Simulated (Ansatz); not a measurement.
**Zr2SnB: relaxing a made-up structure**

This structure for Zr2SnB is made up. Its elements were placed in a known structure type with a cell scaled to their sizes. What cell does the guess relax to, and how far off was it?

Program: Ansatz 0.2.0. Level of theory: DFT, PBE, plane-wave PAW, files of the set soft_1, scalar-relativistic, no spin, cell and ions relaxed at zero pressure; PAW set soft_1. Results are calculated unless marked as measured.

### Step 1. The structure

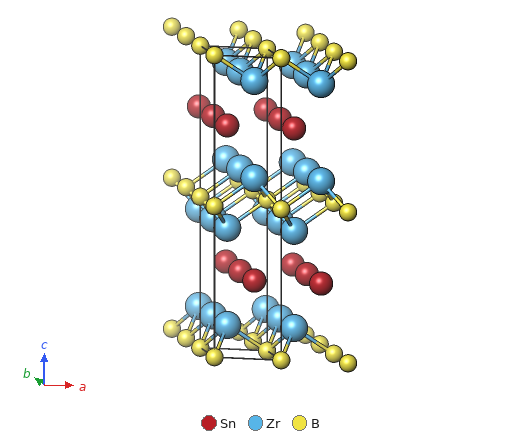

The cell as given, slightly off an axis (tin red, zirconium blue, boron yellow). 2×3×1 cells are drawn. Bonds to atoms that aren't drawn are left out. Some periodic images of atoms are drawn too.

### Step 2. Relaxing cell and atoms

The guess takes its coordinates from another compound and its volume from a rule, so the cell and any free coordinates are relaxed together.

Contents of input.yaml:

```yaml
crystal:
  lattice:
    - [3.383, 0.0, 0.0]
    - [-1.6915, 2.929763941, 0.0]
    - [0.0, 0.0, 14.65]
  atoms:
    - { symbol: Sn, position: [0.666666667, 0.333333333, 0.25] }
    - { symbol: Sn, position: [0.333333333, 0.666666667, 0.75] }
    - { symbol: Zr, position: [0.666666667, 0.333333333, 0.9109] }
    - { symbol: Zr, position: [0.666666667, 0.333333333, 0.5891] }
    - { symbol: Zr, position: [0.333333333, 0.666666667, 0.4109] }
    - { symbol: Zr, position: [0.333333333, 0.666666667, 0.0891] }
    - { symbol: B, position: [0.0, 0.0, 0.5] }
    - { symbol: B, position: [0.0, 0.0, 0.0] }
kpoints:
  mp_grid: { grid: [9, 9, 2] }
scf:
  occupations: { method: fermi_dirac, width: 0.05 }
hamiltonian:
  xc: pbe
  pseudopotentials: { kind: paw, azcp: { folder: soft_1 } }
relax:
  f_tol: 0.015
  max_steps: 70
  cell: {}
output:
  forces: true
  stress: true
```

Run with:

```console
$ ansatz run input.yaml --threads 4 --pin off --max-ram 10240MiB --backend cpu --events-out ev --progress --plain --runs-dir out
```

Numbers of over 12 decimals in the logs are rounded to 6 here.

What it wrote:

```text
Engine: ansatz 0.2.0, x86_64-unknown-linux-gnu
Pseudopotentials: kind: paw
Pseudopotential: Sn, paw, valence charge 14, recommended cutoff 420 eV (normal), soft_1/Sn.paw.azcp
Pseudopotential: Zr, paw, valence charge 12, recommended cutoff 420 eV (normal), soft_1/Zr.paw.azcp
Pseudopotential: B, paw, valence charge 3, recommended cutoff 420 eV (normal), soft_1/B.paw.azcp
Functional definition: PBE
  parameter kappa = 0.804
  parameter beta = 0.066725
  exchange = pbe_x(kappa = kappa, mu = beta*pi^2/3)
  correlation = pbe_c(beta = beta)
Crystal: 8 atoms, lattice volume = 145.202 Å³
Basis set: ecut = 420 eV, 2857 PW (Γ), exchange–correlation on 48×48×200 points (8 copies of the dense FFT grid, shifted against one another)
Bands: 50, of which v1, the nominal top of the filled ones, is band 41 counted from 1 (40 counted from 0)
Symmetry: 24 space group operations
Space group: P63/mmc (ITA 194), of the structure as read, at distance tolerance 5.3e-5 Å
k-points: 24 of 162
Non-local potential: Sn, projectors of the file, l = 0: 2, l = 1: 2, l = 2: 2, l = 3: 1
Non-local potential: Zr, projectors of the file, l = 0: 3, l = 1: 2, l = 2: 2, l = 3: 1
Non-local potential: B, projectors of the file, l = 0: 2, l = 1: 2, l = 2: 1
PAW form: soft (Blöchl's): semilocal exchange-correlation on the pseudo side does not see the compensation charge
PAW one-centre angular grid: Sn, 590 points (default); XC on 64 Gauss nodes
PAW one-centre angular grid: Zr, 590 points (default); XC on 64 Gauss nodes
PAW one-centre angular grid: B, 110 points (default); XC on 64 Gauss nodes
Initial density: superposition of atomic densities (chi_scale 0.1, normalization cell, long waves kept (reshape's long-wave potential 0.13 eV rms))
Initial wavefunctions: pseudopotential atomic-orbital guess
Functional: x = pbe(κ = 0.804, μ = 0.219515), c = pbe(β = 0.066725)
SCF iter   1: F=—  HF=-29116.278857 eV  |F-HF|=—  |Δ(HF+E_count)|=         —  Δρ=9.50e-2  dr2=9.73e1  ethr=3.10e-3  ⟨swp⟩=6.0  Hψ=4768  notcnv=0  defer=2
preconditioner: auto → Kerker (q_TF=auto, 2.480 Å⁻¹)  [metal: Δε(μ)=0.019 eV  Ē_g=10.659 eV  σ=0.050 eV  W_gap=0.09  n_scr=40 (ndim 8)  ℏωp=21.8 eV  f_vac=0.000  D(μ)=5.35/eV (n_scr^D=54)]
SCF iter   2: F=—  HF=-29106.284259 eV  |F-HF|=—  |Δ(HF+E_count)|=    9.99e0  Δρ=5.11e-2  dr2=3.60e1  ethr=3.10e-3  ⟨swp⟩=3.6  Hψ=2366  notcnv=0  defer=48
SCF iter   3: F=—  HF=-29100.795802 eV  |F-HF|=—  |Δ(HF+E_count)|=    5.49e0  Δρ=1.28e-2  dr2=1.65e0  ethr=3.10e-3  ⟨swp⟩=5.0  Hψ=2365  notcnv=0  defer=49
SCF iter   4: F=—  HF=-29100.531941 eV  |F-HF|=—  |Δ(HF+E_count)|=   2.64e-1  Δρ=3.27e-3  dr2=1.97e-2  ethr=2.01e-3  ⟨swp⟩=3.2  Hψ=1957  notcnv=0  defer=46
SCF iter   5: F=—  HF=-29100.528363 eV  |F-HF|=—  |Δ(HF+E_count)|=   3.58e-3  Δρ=1.28e-3  dr2=2.93e-3  ethr=2.40e-5  ⟨swp⟩=2.0  Hψ=1920  notcnv=0  defer=46
SCF iter   6: F=—  HF=-29100.527804 eV  |F-HF|=—  |Δ(HF+E_count)|=   5.59e-4  Δρ=2.76e-4  dr2=2.61e-4  ethr=3.58e-6  ⟨swp⟩=2.0  Hψ=1456  notcnv=0  defer=46
SCF iter   7: F=—  HF=-29100.527749 eV  |F-HF|=—  |Δ(HF+E_count)|=   5.46e-5  Δρ=5.41e-5  dr2=5.11e-6  ethr=3.19e-7  ⟨swp⟩=2.0  Hψ=1749  notcnv=0  defer=46
SCF iter   8: F=—  HF=-29100.527732 eV  |F-HF|=—  |Δ(HF+E_count)|=   1.73e-5  Δρ=1.26e-5  dr2=2.95e-7  ethr=6.23e-9  ⟨swp⟩=2.0  Hψ=2187  notcnv=0  defer=46
SCF iter   9: F=-29100.527732 eV  HF=-29100.527732 eV  |F-HF|=5.68e-9  |Δ(HF+E_count)|=   5.27e-8  Δρ=3.07e-6  dr2=1.81e-8  ethr=1.22e-10  ⟨swp⟩=5.0  Hψ=3741  notcnv=0
SCF 1 converged in 9 iterations: F = -29100.527732 eV  dr2 = 1.81e-8
  greatest PAW one-centre occupation: 0.997 electrons in one spin orbital (limit 2), on the Zr atom at site 5 (counted from 0), in its partial waves of l = 0
relax step   1: F+E_penalty+E_count = -29100.52773210 eV  Δ(F+E_penalty+E_count) = +0.000e0 eV  max|allowed force component| = 2.498e-1 eV/Å  Δτ_max = 0.0000 Å  P = +8.590 GPa  Ω = 145.202 Å³  (9 SCF iters, dr2 threshold 1.00e-7 eV, accepted)
Crystal: 8 atoms, lattice volume = 163.812 Å³
Basis set: ecut = 420 eV, 3165 PW (Γ), exchange–correlation on 48×48×200 points (8 copies of the dense FFT grid, shifted against one another)
Initial density: handed on by an earlier stage of this run
Initial wavefunctions: those handed on with the density
iter 1 solved again at ethr=9.95e-4 eV; its pass at ethr=3.10e-3 eV (dr2=8.16e-1 eV) is discarded
SCF iter   1: F=—  HF=-29100.784603 eV  |F-HF|=—  |Δ(HF+E_count)|=         —  Δρ=1.01e-2  dr2=8.38e-1  ethr=9.95e-4  ⟨swp⟩=1.4  Hψ=6617  notcnv=0
preconditioner: auto → Kerker (q_TF=auto, 2.431 Å⁻¹)  [metal: Δε(μ)=0.050 eV  Ē_g=4.896 eV  σ=0.050 eV  W_gap=0.24  n_scr=52 (ndim 8)  ℏωp=15.9 eV  f_vac=0.000  D(μ)=3.70/eV (n_scr^D=8)]
SCF iter   2: F=—  HF=-29100.692939 eV  |F-HF|=—  |Δ(HF+E_count)|=   9.17e-2  Δρ=5.61e-3  dr2=3.03e-1  ethr=9.95e-4  ⟨swp⟩=1.6  Hψ=1247  notcnv=0
SCF iter   3: F=—  HF=-29100.642867 eV  |F-HF|=—  |Δ(HF+E_count)|=   5.01e-2  Δρ=1.13e-3  dr2=9.20e-3  ethr=3.69e-4  ⟨swp⟩=3.1  Hψ=1735  notcnv=0  defer=30
SCF iter   4: F=—  HF=-29100.641927 eV  |F-HF|=—  |Δ(HF+E_count)|=   9.40e-4  Δρ=4.51e-4  dr2=4.28e-4  ethr=1.12e-5  ⟨swp⟩=2.0  Hψ=1513  notcnv=0  defer=31
SCF iter   5: F=—  HF=-29100.641792 eV  |F-HF|=—  |Δ(HF+E_count)|=   1.35e-4  Δρ=1.00e-4  dr2=4.57e-5  ethr=5.22e-7  ⟨swp⟩=2.0  Hψ=1500  notcnv=0  defer=31
SCF iter   6: F=—  HF=-29100.641787 eV  |F-HF|=—  |Δ(HF+E_count)|=   5.19e-6  Δρ=4.35e-5  dr2=4.12e-6  ethr=5.57e-8  ⟨swp⟩=2.0  Hψ=1732  notcnv=0  defer=31
SCF iter   7: F=-29100.641785 eV  HF=-29100.641785 eV  |F-HF|=7.53e-8  |Δ(HF+E_count)|=   1.62e-6  Δρ=1.06e-5  dr2=2.48e-7  ethr=9.76e-10  ⟨swp⟩=5.1  Hψ=4185  notcnv=0
SCF 2 converged in 7 iterations: F = -29100.641785 eV  dr2 = 2.48e-7
relax step   2: F+E_penalty+E_count = -29100.64178482 eV  Δ(F+E_penalty+E_count) = -1.141e-1 eV  max|allowed force component| = 5.629e-1 eV/Å  Δτ_max = 0.0848 Å  P = -3.780 GPa  Ω = 163.812 Å³  energy of the carried Pulay correction = -2.911e-3 eV  (7 SCF iters, dr2 threshold 8.00e-7 eV, accepted)
Crystal: 8 atoms, lattice volume = 157.584 Å³
Basis set: ecut = 420 eV, 3093 PW (Γ), exchange–correlation on 48×48×200 points (8 copies of the dense FFT grid, shifted against one another)
iter 1 solved again at ethr=2.91e-5 eV; its pass at ethr=3.10e-3 eV (dr2=2.38e-2 eV) is discarded
SCF iter   1: F=—  HF=-29100.813524 eV  |F-HF|=—  |Δ(HF+E_count)|=         —  Δρ=3.76e-3  dr2=2.37e-2  ethr=2.91e-5  ⟨swp⟩=2.4  Hψ=6138  notcnv=0
preconditioner: auto → Kerker (q_TF=auto, 2.447 Å⁻¹)  [metal: Δε(μ)=0.059 eV  Ē_g=12.184 eV  σ=0.050 eV  W_gap=0.28  n_scr=52 (ndim 8)  ℏωp=20.9 eV  f_vac=0.000  D(μ)=3.71/eV (n_scr^D=8)]
SCF iter   2: F=—  HF=-29100.809299 eV  |F-HF|=—  |Δ(HF+E_count)|=   4.23e-3  Δρ=2.15e-3  dr2=8.64e-3  ethr=2.89e-5  ⟨swp⟩=1.0  Hψ=1200  notcnv=0
SCF iter   3: F=—  HF=-29100.806869 eV  |F-HF|=—  |Δ(HF+E_count)|=   2.43e-3  Δρ=2.65e-4  dr2=1.78e-4  ethr=1.05e-5  ⟨swp⟩=2.0  Hψ=1575  notcnv=0
SCF iter   4: F=—  HF=-29100.806735 eV  |F-HF|=—  |Δ(HF+E_count)|=   1.34e-4  Δρ=9.98e-5  dr2=2.04e-5  ethr=2.17e-7  ⟨swp⟩=2.8  Hψ=2125  notcnv=0
SCF iter   5: F=—  HF=-29100.806731 eV  |F-HF|=—  |Δ(HF+E_count)|=   3.50e-6  Δρ=2.10e-5  dr2=1.07e-6  ethr=2.49e-8  ⟨swp⟩=2.0  Hψ=1543  notcnv=0
SCF iter   6: F=-29100.806731 eV  HF=-29100.806731 eV  |F-HF|=2.00e-8  |Δ(HF+E_count)|=   1.40e-7  Δρ=5.26e-6  dr2=5.06e-8  ethr=9.76e-10  ⟨swp⟩=4.5  Hψ=3648  notcnv=0
SCF 3 converged in 6 iterations: F = -29100.806731 eV  dr2 = 5.06e-8
relax step   3: F+E_penalty+E_count = -29100.80673085 eV  Δ(F+E_penalty+E_count) = -1.649e-1 eV  max|allowed force component| = 1.476e-1 eV/Å  Δτ_max = 0.0504 Å  P = -1.394 GPa  Ω = 157.584 Å³  energy of the carried Pulay correction = -1.977e-3 eV  (6 SCF iters, dr2 threshold 8.00e-7 eV, accepted)
Crystal: 8 atoms, lattice volume = 155.251 Å³
Basis set: ecut = 420 eV, 3043 PW (Γ), exchange–correlation on 48×48×200 points (8 copies of the dense FFT grid, shifted against one another)
iter 1 solved again at ethr=8.91e-5 eV; its pass at ethr=3.10e-3 eV (dr2=7.30e-2 eV) is discarded
SCF iter   1: F=—  HF=-29100.828186 eV  |F-HF|=—  |Δ(HF+E_count)|=         —  Δρ=2.52e-3  dr2=7.33e-2  ethr=8.91e-5  ⟨swp⟩=2.0  Hψ=4989  notcnv=0
preconditioner: auto → Kerker (q_TF=auto, 2.453 Å⁻¹)  [metal: Δε(μ)=0.058 eV  Ē_g=12.225 eV  σ=0.050 eV  W_gap=0.28  n_scr=52 (ndim 8)  ℏωp=21.1 eV  f_vac=0.000  D(μ)=4.18/eV (n_scr^D=28)]
SCF iter   2: F=—  HF=-29100.821005 eV  |F-HF|=—  |Δ(HF+E_count)|=   7.18e-3  Δρ=1.31e-3  dr2=2.67e-2  ethr=8.91e-5  ⟨swp⟩=1.0  Hψ=1200  notcnv=0
SCF iter   3: F=—  HF=-29100.817066 eV  |F-HF|=—  |Δ(HF+E_count)|=   3.94e-3  Δρ=2.93e-4  dr2=9.93e-4  ethr=3.26e-5  ⟨swp⟩=2.0  Hψ=1384  notcnv=0
SCF iter   4: F=—  HF=-29100.816926 eV  |F-HF|=—  |Δ(HF+E_count)|=   1.40e-4  Δρ=1.07e-4  dr2=2.92e-5  ethr=1.21e-6  ⟨swp⟩=2.0  Hψ=1455  notcnv=0
SCF iter   5: F=—  HF=-29100.816842 eV  |F-HF|=—  |Δ(HF+E_count)|=   8.45e-5  Δρ=2.39e-5  dr2=1.46e-6  ethr=3.56e-8  ⟨swp⟩=2.0  Hψ=1535  notcnv=0
SCF iter   6: F=-29100.816842 eV  HF=-29100.816842 eV  |F-HF|=1.77e-8  |Δ(HF+E_count)|=   2.39e-7  Δρ=4.41e-6  dr2=4.17e-8  ethr=9.76e-10  ⟨swp⟩=4.5  Hψ=3690  notcnv=0
SCF 4 converged in 6 iterations: F = -29100.816842 eV  dr2 = 4.17e-8
relax step   4: F+E_penalty+E_count = -29100.81684157 eV  Δ(F+E_penalty+E_count) = -1.011e-2 eV  max|allowed force component| = 5.648e-2 eV/Å  Δτ_max = 0.0024 Å  P = +0.531 GPa  Ω = 155.251 Å³  energy of the carried Pulay correction = -1.617e-3 eV  (6 SCF iters, dr2 threshold 8.00e-7 eV, accepted)
Crystal: 8 atoms, lattice volume = 155.886 Å³
Basis set: ecut = 420 eV, 3055 PW (Γ), exchange–correlation on 48×48×200 points (8 copies of the dense FFT grid, shifted against one another)
iter 1 solved again at ethr=6.58e-6 eV; its pass at ethr=3.10e-3 eV (dr2=5.40e-3 eV) is discarded
SCF iter   1: F=—  HF=-29100.818904 eV  |F-HF|=—  |Δ(HF+E_count)|=         —  Δρ=6.99e-4  dr2=5.55e-3  ethr=6.58e-6  ⟨swp⟩=1.8  Hψ=4169  notcnv=0
preconditioner: auto → Kerker (q_TF=auto, 2.451 Å⁻¹)  [metal: Δε(μ)=0.072 eV  Ē_g=12.268 eV  σ=0.050 eV  W_gap=0.34  n_scr=52 (ndim 8)  ℏωp=21.0 eV  f_vac=0.000  D(μ)=3.60/eV (n_scr^D=8)]
SCF iter   2: F=—  HF=-29100.818359 eV  |F-HF|=—  |Δ(HF+E_count)|=   5.45e-4  Δρ=3.67e-4  dr2=2.11e-3  ethr=6.58e-6  ⟨swp⟩=1.0  Hψ=1200  notcnv=0
SCF iter   3: F=—  HF=-29100.818052 eV  |F-HF|=—  |Δ(HF+E_count)|=   3.07e-4  Δρ=7.93e-5  dr2=6.41e-5  ethr=2.58e-6  ⟨swp⟩=2.0  Hψ=1406  notcnv=0
SCF iter   4: F=—  HF=-29100.817956 eV  |F-HF|=—  |Δ(HF+E_count)|=   9.67e-5  Δρ=2.77e-5  dr2=2.37e-6  ethr=7.82e-8  ⟨swp⟩=2.0  Hψ=1440  notcnv=0
SCF iter   5: F=-29100.817955 eV  HF=-29100.817955 eV  |F-HF|=5.95e-8  |Δ(HF+E_count)|=   2.20e-7  Δρ=7.03e-6  dr2=1.22e-7  ethr=9.76e-10  ⟨swp⟩=4.8  Hψ=3741  notcnv=0
SCF 5 converged in 5 iterations: F = -29100.817955 eV  dr2 = 1.22e-7
  greatest PAW one-centre occupation: 0.997 electrons in one spin orbital (limit 2), on the Zr atom at site 4 (counted from 0), in its partial waves of l = 0
relax step   5: F+E_penalty+E_count = -29100.81795525 eV  Δ(F+E_penalty+E_count) = -1.114e-3 eV  max|allowed force component| = 2.961e-3 eV/Å  Δτ_max = 0.0009 Å  P = -0.005 GPa  Ω = 155.886 Å³  energy of the carried Pulay correction = -1.715e-3 eV  (5 SCF iters, dr2 threshold 8.00e-7 eV, accepted)
Initial wavefunctions: pseudopotential atomic-orbital guess (no wavefunctions were taken with the density)
iter 1 solved again at ethr=3.79e-8 eV; its pass at ethr=3.10e-3 eV (dr2=3.11e-5 eV) is discarded
SCF iter   1: F=—  HF=-29100.820221 eV  |F-HF|=—  |Δ(HF+E_count)|=         —  Δρ=8.41e-5  dr2=1.39e-6  ethr=3.79e-8  ⟨swp⟩=3.9  Hψ=8647  notcnv=0
preconditioner: auto → Kerker (q_TF=auto, 2.451 Å⁻¹)  [metal: Δε(μ)=0.069 eV  Ē_g=12.256 eV  σ=0.050 eV  W_gap=0.33  n_scr=52 (ndim 8)  ℏωp=21.0 eV  f_vac=0.000  D(μ)=3.71/eV (n_scr^D=8)]
SCF iter   2: F=—  HF=-29100.820144 eV  |F-HF|=—  |Δ(HF+E_count)|=   7.68e-5  Δρ=4.44e-5  dr2=3.54e-7  ethr=1.69e-9  ⟨swp⟩=2.0  Hψ=1756  notcnv=0
SCF iter   3: F=—  HF=-29100.820147 eV  |F-HF|=—  |Δ(HF+E_count)|=   3.20e-6  Δρ=7.44e-6  dr2=2.75e-8  ethr=4.32e-10  ⟨swp⟩=2.0  Hψ=1783  notcnv=0
SCF iter   4: F=—  HF=-29100.820147 eV  |F-HF|=—  |Δ(HF+E_count)|=   6.13e-8  Δρ=8.82e-7  dr2=2.69e-9  ethr=3.36e-11  ⟨swp⟩=2.0  Hψ=1558  notcnv=0
SCF iter   5: F=—  HF=-29100.820147 eV  |F-HF|=—  |Δ(HF+E_count)|=  3.09e-10  Δρ=2.03e-7  dr2=1.91e-10  ethr=3.28e-12  ⟨swp⟩=2.0  Hψ=1399  notcnv=0
SCF iter   6: F=-29100.820147 eV  HF=-29100.820147 eV  |F-HF|=3.64e-12  |Δ(HF+E_count)|=  2.55e-11  Δρ=5.61e-8  dr2=4.97e-12  ethr=1.00e-12  ⟨swp⟩=4.4  Hψ=3700  notcnv=0
SCF 6 converged in 6 iterations: F = -29100.820147 eV  dr2 = 4.97e-12
relax step   6: F+E_penalty+E_count = -29100.82014731 eV  Δ(F+E_penalty+E_count) = -2.192e-3 eV  max|allowed force component| = 2.670e-3 eV/Å  Δτ_max = 0.0000 Å  P = +0.009 GPa  Ω = 155.886 Å³  stress off target by 2.02e-2 GPa  SCF on the basis re-selected at this cell (its energy is not comparable with the rows above)  (6 SCF iters)
basis re-selected at this cell: Δ(F+E_penalty+E_count) = -2.192e-3 eV, ΔP = +0.014 GPa vs the last step (what re-selecting the basis moved, of the pressure what is left beyond the Pulay correction that the steps carried, after the strain that the cell walked since its last selection, with what the two solves' SCF thresholds leave and, on support functions, any second-order correction that the steps lacked; it is no m [...]
SCF converged after 6 iterations
Free energy (F): -29100.820147 eV
Harris-Foulkes:  -29100.820147 eV  (|F-HF|=3.64e-12)
Internal energy: -29100.790770 eV  (E = F + TS)
E sigma→0 (E₀):  -29100.805459 eV
Entropy (-TS):   -0.029377 eV (-3.672 meV/atom)
Fermi energy:    12.518828 eV
--- Per-component energies (eV) ---
  E_band       = -494.669093
  E_kinetic    = 1695.849819
  E_local      = -4358.134526  (includes V_loc(G=0)·N_el)
  E_nonlocal   = 603.453359
  E_hartree    = 1782.424096
  E_xc         = -937.385279
  E_vxc        = -970.693269  (∫ρ·V_xc dr)
  E_paw        = -20750.838656  (= ΣΔE_a)
  E_vpaw       = -1029.993240  (= ΣTr[D̂ρ^β])
  E_aug_tail   = 0.000499  (compensation charges beyond the density's cutoff)
  E_ewald      = -7136.160083
  E_smearing   = -0.029377  (= −TS)
  E_closure    = 0.000000  (closes the sum)
  Σ components = -29100.820147   (vs F -29100.820147, Δ=0.00e0)
--- Forces (eV/Å), atoms counted from 1 ---
  atom   1  Sn    -0.00000000    -0.00000000     0.00000000
  atom   2  Sn    -0.00000000     0.00000000     0.00000000
  atom   3  Zr    -0.00000000    -0.00000000    -0.00266998
  atom   4  Zr     0.00000000    -0.00000000     0.00266998
  atom   5  Zr    -0.00000000     0.00000000    -0.00266998
  atom   6  Zr     0.00000000     0.00000000     0.00266998
  atom   7  B      0.00000000     0.00000000     0.00000000
  atom   8  B      0.00000000    -0.00000000    -0.00000000
  max |Σ_I F_I| component: 4.63e-17 eV/Å
--- Stress (GPa, compression-positive) ---
        0.020152       0.000000       0.000000
        0.000000       0.020152       0.000000
        0.000000       0.000000      -0.012573
  P = ⅓ Tr σ = 0.0092 GPa (0.092 kbar)
--- Relaxed structure (5 steps of the walk, 5 accepted, 1 SCFs on fresh bases) ---
  F+E_penalty+E_count = -29100.82014731 eV   max|allowed force component| = 2.670e-3 eV/Å   (the final SCF, on the basis selected at the relaxed cell)
  cell:  # Å, volume = 155.8857 Å³
    - [3.475904, 0, 0.0]
    - [-1.737952, 3.010221, 0.0]
    - [0.0, 0.0, 14.898421]
  atoms:
    - { symbol: Sn, position: [0.666667, 0.333333, 0.250000] }
    - { symbol: Sn, position: [0.333333, 0.666667, 0.75] }
    - { symbol: Zr, position: [0.666667, 0.333333, 0.913351] }
    - { symbol: Zr, position: [0.666667, 0.333333, 0.586649] }
    - { symbol: Zr, position: [0.333333, 0.666667, 0.413351] }
    - { symbol: Zr, position: [0.333333, 0.666667, 0.086649] }
    - { symbol: B, position: [0, 0, 0.500000] }
    - { symbol: B, position: [0, 0, 0] }
```

The job ended after 12 s (4 threads of AMD EPYC 7B13 (Zen 3), shared host; peak memory 0.67 GiB).

Step by step:

```csv
step,energy less that of the first step (eV),largest force component (eV/Å),pressure (GPa),volume (Å³)
1,0.0000,0.2498,8.59,145.20
2,-0.1141,0.5629,-3.78,163.81
3,-0.2790,0.1476,-1.39,157.58
4,-0.2891,0.0565,0.53,155.25
5,-0.2902,0.0030,0.00,155.89
6*,-0.2924,0.0027,0.01,155.89
```

Relaxation steps marked * repeat the geometry before them on a plane-wave basis chosen anew for their cell, so energy and pressure can jump there.

Forces are held to the 24 operations that the run works with; a distortion that breaks them can't arise in this run.

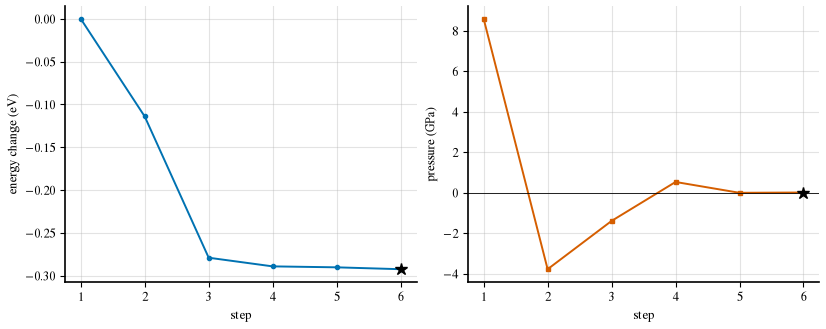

Energy and pressure along the relaxation. Stars mark steps on a basis chosen anew.

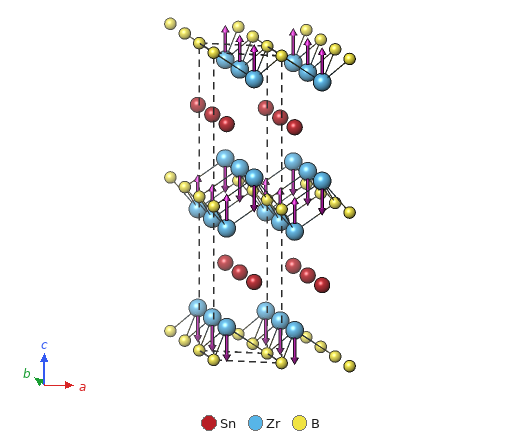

Displacements in the relaxation, exaggerated, measured against the changing cell; the longest in the cell stands for 0.04 Å. Bonds to atoms that aren't drawn are left out. 2×3×1 cells are drawn. Some periodic images of atoms are drawn too.

```csv
"conventional cell, symmetrised",before,after,change
a (Å),3.383,3.476,+2.7 %
b (Å),3.383,3.476,+2.7 %
c (Å),14.650,14.898,+1.7 %
volume (Å³/atom),18.15,19.49,+7.4 %
```

The atoms that moved most (Å, as changes of fractional coordinates times the final cell):

```csv
atom,dx,dy,dz,length
Zr5,0.000,0.000,0.037,0.037
Zr6,0.000,0.000,-0.037,0.037
Zr4,0.000,0.000,-0.037,0.037
Zr3,0.000,0.000,0.037,0.037
```

The relaxed structure:

```xyz
8
Lattice="3.4759 0.0000 0.0000 -1.7380 3.0102 0.0000 0.0000 0.0000 14.8984" Properties=species:S:1:pos:R:3 pbc="T T T"
Sn    1.7380    1.0034    3.7246
Sn    0.0000    2.0068   11.1738
Zr    1.7380    1.0034   13.6075
Zr    1.7380    1.0034    8.7402
Zr    0.0000    2.0068    6.1583
Zr    0.0000    2.0068    1.2909
B     0.0000    0.0000    7.4492
B     0.0000    0.0000    0.0000
```

This step gave:

* free energy: -29100.8201 eV
* energy at zero smearing: -29100.8055 eV
* smearing term TS: 0.02938 eV
* Fermi energy: 12.52 eV
* electrons: 82
* symmetry operations: 24
* pressure: 0.009243 GPa

The shortest distance of each pair, which need not be the same contact before and after:

```csv
pair,guess (Å),relaxed (Å)
B–Zr,2.349,2.386
Sn–Zr,3.061,3.154
Zr–Zr,3.260,3.270
Sn–Sn,3.383,3.476
B–B,3.383,3.476
```

The relaxation ends with a largest force component of 0.0027 eV/Å and a pressure of 0.01 GPa.

### Step 3. Results

```json
{
 "space group, relaxed": "P6_3/mmc",
 "conventional cell": "a = 3.476, b = 3.476, c = 14.898 Å; α = 90.0°, β = 90.0°, γ = 120.0°",
 "volume per atom": "19.49 Å³ (guess 18.15)"
}
```

Zr2SnB relaxes to P6_3/mmc with a = 3.476, b = 3.476 and c = 14.898 Å. The guessed volume was 7 % too small. The space group P6_3/mmc was held in the relaxation, so the end point is a stationary structure within it and may be a saddle against distortions or other arrangements. Mesh and cutoff weren't tested. No dispersion term is used, so weakly bound directions may come out too long. Nothing here tests whether the compound is stable against decomposition.

[Logs are printed without paths, hosts, clocks, repeated set-up lines and the standing remarks that a program may print on its own settings, such as how far it seeks lower states.]

[Hosts, paths, dates, database ids (printed as entryN), source tags and the programs' standing remarks are cut or masked in the printed files.]
